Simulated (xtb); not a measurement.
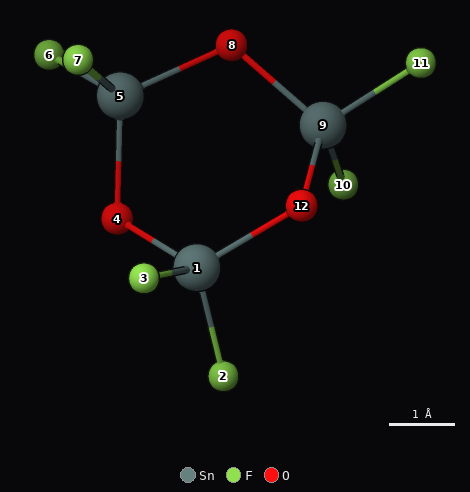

*The input geometry (ball-and-stick view, seen at a tilt; atoms are numbered from 1 in the order of the input). Sticks mark near contacts.*

## Run report: Sn3O3F6, molecular dynamics (part 1 of 2)

Sn3O3F6 (cyclo-(F2SnO)3), computed with GFN1-xTB (xtb 6.7.1 later snapshot).

The starting geometry was optimised with GFN1-xTB.

## Log
```
* xtb version 6.7.1
   ID    Z sym.   atoms
    1   50 Sn     1, 5, 9
    2    9 F      2, 3, 6, 7, 10, 11
    3    8 O      4, 8, 12

           -------------------------------------------------
          |                Calculation Setup                |
           -------------------------------------------------

          program call               : xtb start.xyz --gfn1 --md --chrg 0 -u 0 --input xtb.inp --parallel 1
          coordinate file            : start.xyz
          omp threads                :                     1

molecular fragmentation (1/2 indicates fragments):
111111111112
# atoms in fragment 1/2:    11     1
 fragment masses (1/2) :      502.12       16.00
CMA distance (Bohr)    :   3.607
constraining FC (au)   :  0.0500
########################################################################
[WARNING] Please study the warnings concerning your input carefully
-1- prog_main_parseArguments: The use of '--gfn1' is discouraged, please use '--gfn 1' next time
########################################################################

           -------------------------------------------------
          |                 G F N 1 - x T B                 |
           -------------------------------------------------

      * Hamiltonian:
        H0-scaling (s, p, d)           1.850000    2.250000    2.000000
        zeta-weighting                 0.000000
      * Dispersion:
        s8                             2.400000
        a1                             0.630000
        a2                             5.000000
        s9                             0.000000
      * Repulsion:
        kExp                           1.500000
        rExp                           1.000000
      * Coulomb:
        alpha                          2.000000
        third order                    atomic
        anisotropic                    false
      * Halogen bond correction:
        rad-scale                      1.300000
        damping                        0.440000

          ...................................................
          :                      SETUP                      :
          :.................................................:
          :  # basis functions                  66          :
          :  # atomic orbitals                  63          :
          :  # shells                           27          :
          :  # electrons                        72          :
          :  # halogen bonds                     0          :
          :  max. iterations                   250          :
          :  Hamiltonian                  GFN1-xTB          :
          :  restarted?                      false          :
          :  GBSA solvation                  false          :
          :  PC potential                    false          :
          :  electronic temp.          300.0000000     K    :
          :  accuracy                    1.0000000          :
          :  -> integral cutoff          0.2500000E+02      :
          :  -> integral neglect         0.1000000E-07      :
          :  -> SCF convergence          0.1000000E-05 Eh   :
          :  -> wf. convergence          0.2000000E-04 e    :
          :  Broyden damping             0.4000000          :
          :  net charge                          0          :
          :  unpaired electrons                  0          :
          ...................................................

 iter      E             dE          RMSdq      gap      omega  full diag
   1    -52.4279474 -0.524279E+02  0.537E+00    3.80       0.0  T
   2    -52.4587140 -0.307666E-01  0.330E+00    4.08       1.0  T
   3    -52.4359709  0.227431E-01  0.138E+00    3.67       1.0  T
   4    -52.4622974 -0.263265E-01  0.324E-01    4.11       1.0  T
   5    -52.4643126 -0.201524E-02  0.139E-02    4.04       2.1  T
   6    -52.4643150 -0.239779E-05  0.527E-03    4.03       5.5  T
   7    -52.4643154 -0.402391E-06  0.238E-03    4.03      12.1  T
   8    -52.4643154 -0.330417E-07  0.551E-04    4.03      52.4  T
   9    -52.4643154 -0.561719E-08  0.453E-05    4.03     637.1  T
  10    -52.4643154 -0.233840E-10  0.158E-05    4.03    1829.7  T

   *** convergence criteria satisfied after 10 iterations ***

         #    Occupation            Energy/Eh            Energy/eV
      -------------------------------------------------------------
         1        2.0000           -1.0381849             -28.2504
       ...           ...                  ...                  ...
        30        2.0000           -0.5787160             -15.7477
        31        2.0000           -0.5785682             -15.7436
        32        2.0000           -0.5771717             -15.7056
        33        2.0000           -0.5771382             -15.7047
        34        2.0000           -0.5768924             -15.6980
        35        2.0000           -0.5766896             -15.6925
        36        2.0000           -0.5760598             -15.6754 (HOMO)
        37                         -0.4278513             -11.6424 (LUMO)
        38                         -0.3871057             -10.5337
        39                         -0.3867251             -10.5233
        40                         -0.1855521              -5.0491
        41                         -0.1748499              -4.7579
       ...                                ...                  ...
        63                          1.2125371              32.9948
      -------------------------------------------------------------
                  HL-Gap            0.1482084 Eh            4.0330 eV
             Fermi-level           -0.5019556 Eh          -13.6589 eV

 SCC (total)                   0 d,  0 h,  0 min,  0.018 sec
 SCC setup                      ...        0 min,  0.000 sec (  0.503%)
 Dispersion                     ...        0 min,  0.000 sec (  0.198%)
 classical contributions        ...        0 min,  0.000 sec (  0.054%)
 integral evaluation            ...        0 min,  0.004 sec ( 22.603%)
 iterations                     ...        0 min,  0.007 sec ( 35.707%)
 molecular gradient             ...        0 min,  0.007 sec ( 39.885%)
 printout                       ...        0 min,  0.000 sec (  0.966%)

         :::::::::::::::::::::::::::::::::::::::::::::::::::::
         ::                     SUMMARY                     ::
         :::::::::::::::::::::::::::::::::::::::::::::::::::::
         :: total energy             -52.420808031740 Eh    ::
         :: gradient norm              0.000043549955 Eh/a0 ::
         :: HOMO-LUMO gap              4.032956969317 eV    ::
         ::.................................................::
         :: SCC energy               -52.464315446873 Eh    ::
         :: -> electrostatic           0.137692437255 Eh    ::
         :: repulsion energy           0.049675660157 Eh    ::
         :: dispersion energy         -0.006168245024 Eh    ::
         :: halogen bond corr.         0.000000000000 Eh    ::
         :: add. restraining           0.000000000000 Eh    ::
         :: total charge              -0.000000000000 e     ::
         :::::::::::::::::::::::::::::::::::::::::::::::::::::

           -------------------------------------------------
          |                Property Printout                |
           -------------------------------------------------

    * Orbital Energies and Occupations

         #    Occupation            Energy/Eh            Energy/eV
      -------------------------------------------------------------
         1        2.0000           -1.0381849             -28.2504
       ...           ...                  ...                  ...
        24        2.0000           -0.5843584             -15.9012
        25        2.0000           -0.5834331             -15.8760
        26        2.0000           -0.5829957             -15.8641
        27        2.0000           -0.5815790             -15.8256
        28        2.0000           -0.5791592             -15.7597
        29        2.0000           -0.5788499             -15.7513
        30        2.0000           -0.5787160             -15.7477
        31        2.0000           -0.5785682             -15.7436
        32        2.0000           -0.5771717             -15.7056
        33        2.0000           -0.5771382             -15.7047
        34        2.0000           -0.5768924             -15.6980
        35        2.0000           -0.5766896             -15.6925
        36        2.0000           -0.5760598             -15.6754 (HOMO)
        37                         -0.4278513             -11.6424 (LUMO)
        38                         -0.3871057             -10.5337
        39                         -0.3867251             -10.5233
        40                         -0.1855521              -5.0491
        41                         -0.1748499              -4.7579
        42                         -0.1357192              -3.6931
        43                         -0.1266586              -3.4466
        44                         -0.1191284              -3.2416
        45                         -0.1115415              -3.0352
        46                         -0.0993503              -2.7035
        47                         -0.0287649              -0.7827
       ...                                ...                  ...
        63                          1.2125371              32.9948
      -------------------------------------------------------------
                  HL-Gap            0.1482084 Eh            4.0330 eV
             Fermi-level           -0.5019556 Eh          -13.6589 eV

  Mulliken/CM5 charges         n(s)   n(p)   n(d)
     1      0.87934  1.06314   1.798  0.878  0.445
     2     -0.22861 -0.26297   1.840  5.388  0.000
     3     -0.23140 -0.26589   1.841  5.391  0.000
     4     -0.41645 -0.53190   1.779  4.638  0.000
     5      0.87875  1.06331   1.796  0.880  0.445
     6     -0.22421 -0.25843   1.840  5.385  0.000
     7     -0.24009 -0.27480   1.842  5.398  0.000
     8     -0.41377 -0.52955   1.776  4.638  0.000
     9      0.87877  1.06373   1.795  0.881  0.445
    10     -0.24345 -0.27819   1.843  5.401  0.000
    11     -0.22322 -0.25740   1.839  5.384  0.000
    12     -0.41566 -0.53104   1.778  4.638  0.000

Wiberg/Mayer (AO) data.
largest (>0.10) Wiberg bond orders for each atom

 ---------------------------------------------------------------------------
     #   Z sym  total        # sym  WBO       # sym  WBO       # sym  WBO
```
